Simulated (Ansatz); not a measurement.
**PH2F (phosphinous fluoride(8ci,9ci)): levels of theory compared**

Wanted: a comparison of 6 runs (PBE0/STO-3G, UB3LYP/STO-3G, UPBE0/STO-3G, CCSDT/STO-3G, CCSD(T)/STO-3G, FCI/STO-3G) of PH2F (phosphinous fluoride(8ci,9ci)). 

The calculation is run with Ansatz 0.2.0.

50 further runs of the same task are left out: 50 set aside as unsound or not needed.

### 1 Starting point

The species is PH2F (4 atoms), meant as a singlet with charge 0. As SMILES, `FP`. The H3–P2 distance was set to 2.812 Å, away from the relaxed value. At this shape a bond of the SMILES string is far longer than usual.

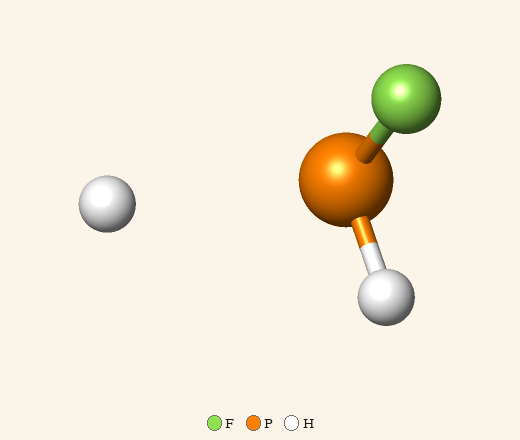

Viewed from a chosen angle; fluorine green, phosphorus orange, hydrogen white.

### 2 A single-point energy at PBE0/STO-3G (run 1)

Input file job.yaml:

```yaml
crystal:
  periodic: [false, false, false]
  atoms:
    - symbol: F
      position_ang: [2.142420, -0.274490, -0.572770]
    - symbol: P
      position_ang: [0.909850, -1.312420, -0.829780]
    - symbol: H
      position_ang: [-1.053910, 0.574260, -0.129560]
    - symbol: H
      position_ang: [0.947280, -1.817370, 0.481790]
basis:
  gaussian:
    orbitals: STO-3G
hamiltonian:
  xc: pbe0
accuracy: high
```

On the command line:

```sh
$ ansatz run job.yaml --threads 1 --pin off --max-ram 2610MiB --events-out events.jsonl --progress --plain --runs-dir runs
```

The program printed:

```text
Warning: RAYON_NUM_THREADS=1 ignored (pool sized by the plan → 1); use --threads N
Functional definition: PBE0
  name "PBE0"
  parameter a = 0.25
  parameter kappa = 0.804
  parameter beta = 0.06672455060314922
  exchange = (1 - a)*pbe_x(kappa = kappa, mu = beta*pi^2/3) + a*exact_x
  correlation = pbe_c(beta = beta)
266 factors; integrals over basis functions are off by at most 2.6e-8 eV
mean field evaluation 1: about -11874.6271 eV, gradient 2.5e1 eV
mean field evaluation 2: about -11867.3670 eV, gradient 2.8e1 eV
mean field evaluation 4: about -11881.4633 eV, gradient 6.4e0 eV
mean field evaluation 8: about -11881.4633 eV, gradient 6.4e0 eV
mean field evaluation 16: about -11881.6714 eV, gradient 2.5e-8 eV
mean field -11881.67139976 eV, -436.6433702552 hartree, gradient 2.5e-8 eV, S^2 0.000000; 0 other end points of the search recorded, 0 dependent functions left out
reference -11881.67140087 eV, -436.6433702959 hartree; 13, 13 occupied and 3, 3 virtual orbitals, 266 factors
Total energy: -11881.67140087 eV, -436.6433702959 hartree
```

Run time: 0.68 s. Hardware: 1 thread of Arm Neoverse V2, shared host.

### 3 A single-point energy at UB3LYP/STO-3G (run 2)

Input file in.yaml:

```yaml
crystal:
  periodic: [false, false, false]
  atoms:
    - {symbol: F, position_ang: [2.142420, -0.274490, -0.572770]}
    - {symbol: P, position_ang: [0.909850, -1.312420, -0.829780]}
    - {symbol: H, position_ang: [-1.053910, 0.574260, -0.129560]}
    - {symbol: H, position_ang: [0.947280, -1.817370, 0.481790]}
basis:
  gaussian:
    orbitals: STO-3G
magnetization:
  spin_polarized: true
  initial_magnetization: 0
accuracy: high
hamiltonian:
  xc: {name: B3LYP}
```

On the command line:

```sh
$ ansatz run in.yaml --threads 1 --pin off --max-ram 2610MiB --events-out events.jsonl --progress --plain --runs-dir runs
```

The program printed:

```text
Warning: RAYON_NUM_THREADS=1 ignored (pool sized by the plan → 1); use --threads N
Functional definition: B3LYP
  name "B3LYP"
  parameter a0 = 0.2
  parameter ax = 0.72
  parameter ac = 0.81
  exchange = (1 - a0 - ax)*slater_x + ax*b88_x + a0*exact_x
  correlation = (1 - ac)*vwn_rpa_c + ac*lyp_c
266 factors; integrals over basis functions are off by at most 2.6e-8 eV
mean field evaluation 1: about -11880.1689 eV, gradient 1.7e1 eV
mean field evaluation 2: about -11872.3207 eV, gradient 2.1e1 eV
mean field evaluation 4: about -11886.6180 eV, gradient 7.7e0 eV
mean field evaluation 8: about -11887.4541 eV, gradient 1.7e0 eV
mean field evaluation 16: about -11887.7375 eV, gradient 1.5e0 eV
mean field evaluation 32: about -11888.3986 eV, gradient 1.6e-1 eV
mean field -11888.39905185 eV, -436.8906069091 hartree, gradient 1.4e-8 eV, S^2 0.852518; 3 other end points of the search recorded, 0 dependent functions left out
reference -11888.39907506 eV, -436.8906077622 hartree; 13, 13 occupied and 3, 3 virtual orbitals, 266 factors
Total energy: -11888.39907506 eV, -436.8906077622 hartree
```

It took 2.5 s on 1 thread of Arm Neoverse V2, shared host; peak memory 0.11 GiB.

Run 3 isn't shown in full; the table further down has it.

### 4 A single-point energy at CCSDT/STO-3G (run 4)

Input file in.yaml:

```yaml
basis:
  gaussian: {orbitals: STO-3G}
crystal:
  periodic: [false, false, false]
  atoms:
    - {symbol: F, position_ang: [2.142420, -0.274490, -0.572770]}
    - {symbol: P, position_ang: [0.909850, -1.312420, -0.829780]}
    - {symbol: H, position_ang: [-1.053910, 0.574260, -0.129560]}
    - {symbol: H, position_ang: [0.947280, -1.817370, 0.481790]}
magnetization: {spin_polarized: false}
correlation: {method: ccsdt, frozen_orbitals: {F: 1, H: 0, P: 5}}
accuracy: high
scf: {omitted_lower_state_checks: [cluster_reference, increment]}
```

On the command line:

```sh
$ ansatz run in.yaml --threads 1 --pin off --max-ram 2610MiB --events-out events.jsonl --progress --plain --runs-dir runs
```

The program printed:

```text
Warning: RAYON_NUM_THREADS=1 ignored (pool sized by the plan → 1); use --threads N
[... 11 lines left out ...]
6 core orbitals not correlated: weight in the atoms' cores, before any rotation towards them, 1.000 or more for the frozen orbitals, at most 0.000 for the correlated occupied ones
[... 35 lines left out ...]
WARN: these amplitudes may be one of several solutions (largest doubles amplitude 0.71, level shift 9.58 eV)
Total energy: -11864.89696068 eV, -436.0269209891 hartree
Checks for a lower state left out: cluster_reference, increment
```

It took 0.16 s on 1 thread of Arm Neoverse V2, shared host.

Run 5 isn't shown in full; the table further down has it.

### 5 The energy at FCI/STO-3G (run 6)

Input file in.yaml:

```yaml
crystal:
  periodic: [false, false, false]
  atoms:
    - symbol: F
      position_ang: [2.142420, -0.274490, -0.572770]
    - symbol: P
      position_ang: [0.909850, -1.312420, -0.829780]
    - symbol: H
      position_ang: [-1.053910, 0.574260, -0.129560]
    - symbol: H
      position_ang: [0.947280, -1.817370, 0.481790]
basis:
  gaussian:
    orbitals: STO-3G
total_charge: 0
correlation:
  method: fci
  frozen_orbitals: {F: 1, H: 0, P: 5}
accuracy: high
```

On the command line:

```sh
$ ansatz run in.yaml --threads 1 --pin off --max-ram 2610MiB --events-out events.jsonl --progress --plain --runs-dir runs
```

The program printed (excerpt; [...] marks lines left out):

```text
Warning: RAYON_NUM_THREADS=1 ignored (pool sized by the plan → 1); use --threads N
Functional definition: HF
  name "HF"
[...]
266 factors; integrals over basis functions are off by at most 2.6e-8 eV
[...]
mean field -11859.09358064 eV, -435.8136507061 hartree, gradient 8.3e-8 eV, S^2 0.000000; 0 other end points of the search recorded, 0 dependent functions left out; unrestricted orbitals would lower it
[...]
unrestricted determinant -11863.05046786 eV, -435.9590636293 hartree, S^2 0.9759
6 core orbitals not correlated: weight in the atoms' cores, before any rotation towards them, 1.000 or more for the frozen orbitals, at most 0.000 for the correlated occupied ones
reference -11859.09358064 eV, -435.8136507061 hartree; 7, 7 occupied and 3, 3 virtual orbitals, 266 factors
state -11864.91307541 eV, -436.0275131943 hartree
Total energy: -11864.91307541 eV, -436.0275131943 hartree
```

It took 0.22 s on 1 thread of Arm Neoverse V2, shared host.

### 6 Overview of the runs

```csv
run,level,frozen core orbitals,energy (Eh),wall time
1,PBE0/STO-3G,–,-436.643370,0.68 s
2,UB3LYP/STO-3G,–,-436.890608,2.5 s
3,UPBE0/STO-3G,–,-436.687556,2.5 s
4,CCSDT/STO-3G,6,-436.026921,0.16 s
5,CCSD(T)/STO-3G,6,-436.027698,0.1 s
6,FCI/STO-3G,6,-436.027513,0.22 s
```

### 7 What came out

| quantity | value |
| --- | --- |
| run 6: total energy | -436.02751 Eh |
| run 6: correlation energy (6 core orbitals frozen) | -213.9 mEh |

In words: Against full CI in this basis: CCSDT +0.6 mEh; CCSD(T) -0.2 mEh. Totals of different functionals can't be ranked against each other. In runs 4, 5 the log says that unrestricted orbitals would lower the reference, so the values rest on an unstable closed-shell determinant (other closed-shell runs at this shape may share the fault). In runs 1, 2, 3, 4, 5, 6 the basis is minimal, so the values are rough. In runs 1, 5 a closed-shell determinant meets a far-stretched bond, which it describes badly. Spin contamination of the reference: run 3 ⟨S²⟩ = 0.91, run 2 ⟨S²⟩ = 0.85. Where it is this large, the reference is a mixture of spin states, and values that rest on it are in doubt. All runs together took 6.2 s, the longest 2.5 s.
